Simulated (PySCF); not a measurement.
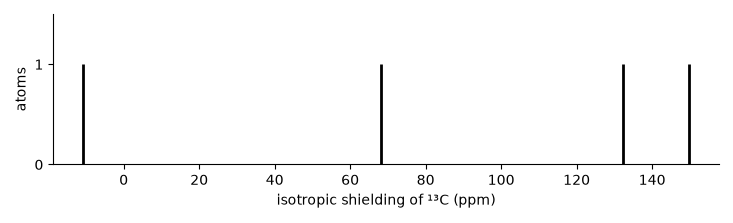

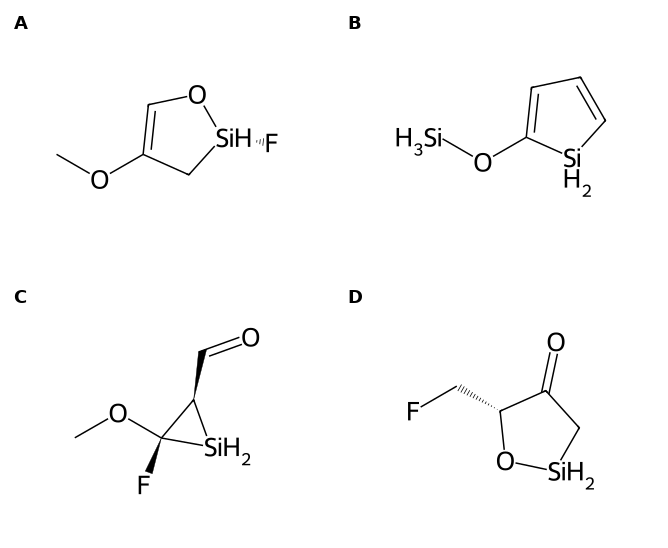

The sticks are computed shieldings of one of the molecules, for one fixed geometry (GFN2-xTB) without averaging over rotations. Low shielding means a high chemical shift. Method: GIAO PBE0/pcSseg-1 NMR shielding, non-relativistic, gas phase (PySCF 2.14.0).

Which molecule gives this pattern?

C, `CO[C@@]1(F)[SiH2][C@@H]1C=O`. Its 4 C atoms give lines at −10.7, 68.2, 132.4, 149.7 ppm.

The geometry is semi-empirical. Around Si such bond lengths and angles can be off by a tenth of an ångström or more and by several degrees, and values that hang on the shape move with them.
